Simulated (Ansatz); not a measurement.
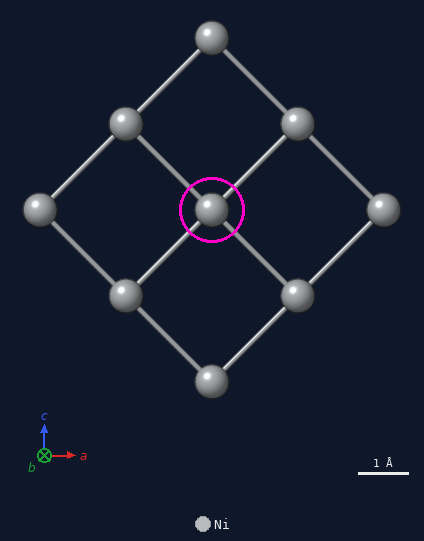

Perfect Ni. The picture is a ball-and-stick view of the atoms within 4.6 Å of one point, in a slice 3.4 Å thick across the line of sight, seen along the b axis.

The calculation used DFT PBEsol, scalar-relativistic, plane waves, PAW in Ansatz 0.2.0. Set-up: plane-wave cutoff 420 eV; k-point mesh 5 × 5 × 5; occupations gaussian; smearing width 0.1 eV; collinear spin. The cell is small and the k-mesh coarse, so the numbers are rough. The axes drawn are those of the host's conventional cell.

A nickel atom is taken out (a vacancy) at the ringed place, in charge state 0. The supercell has 27 sites, and the atoms are relaxed at the host's cell.

Predict the relaxed surroundings of the defect.

Answer. Around the empty Ni site the host had 12 Ni at 2.45 Å; after relaxation the nearest atoms are 12 Ni at 2.42 Å. Of the host's atoms, a nickel atom moves furthest from its site, by 0.03 Å. Relaxing the atoms from the host's sites lowers the energy by 0.06 eV. At a tolerance of 0.02 Å the relaxed supercell has space group Fm-3m.

The relaxed defect, seen from the same direction:

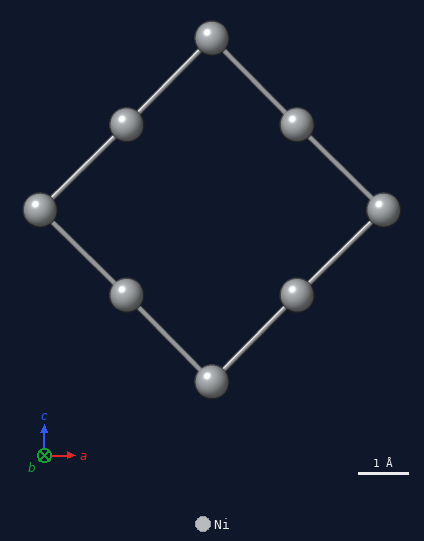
